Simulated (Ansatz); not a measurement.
**Fields on a plane of CdSe (wurtzite)**

```yaml
crystal:
  lattice:
    - [4.38272, 0.00000, 0.00000]
    - [-2.19136, 3.79554, 0.00000]
    - [0.00000, 0.00000, 7.15447]
  atoms:
    - { symbol: Cd, position: [0.66667, 0.33333, 0.00047] }
    - { symbol: Cd, position: [0.33333, 0.66667, 0.50047] }
    - { symbol: Se, position: [0.66667, 0.33333, 0.62473] }
    - { symbol: Se, position: [0.33333, 0.66667, 0.12473] }
```

The slice is a (0001) plane (indices of the conventional cell) through the point (0.333, 0.667, 0.500) (fractional), spanned by u = [110] and v = [1 -1 0] in vectors of this cell: u (4.38 Å) and v (7.59 Å, at 90° to u). It covers one period; positions are fractions (u, v).

Atoms on it: Cd at (0.00, 0.00); Cd at (0.50, 0.50). Other atoms lie within 1 Å of the plane.

Level of theory: PBE (plane waves to 420 eV, PAW, scalar-relativistic; Ansatz, a quantum-chemistry and plane-wave program). k mesh 9×9×5. Inside the PAW spheres the values are not all-electron values, and peaks at nuclei hang on which shells count as valence. CdSe was relaxed with its symmetry unable to fall.

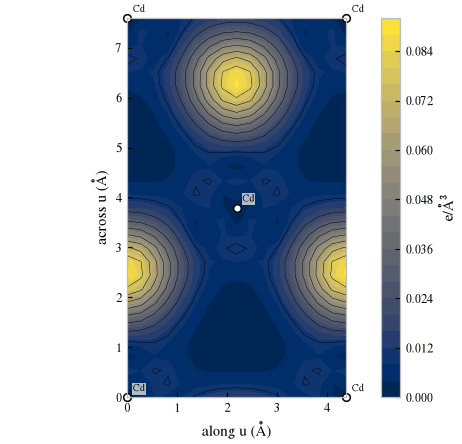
Fig. 1. Density of the highest valence band (whole band, smooth part) in e/Å³, one period of the plane, atoms marked. 

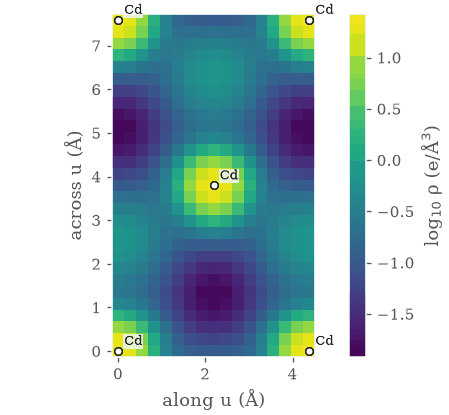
Fig. 1. Log₁₀ of the valence density in e/Å³, one period of the plane, atoms marked. The scale is logarithmic, as a density can span decades between atoms and voids.
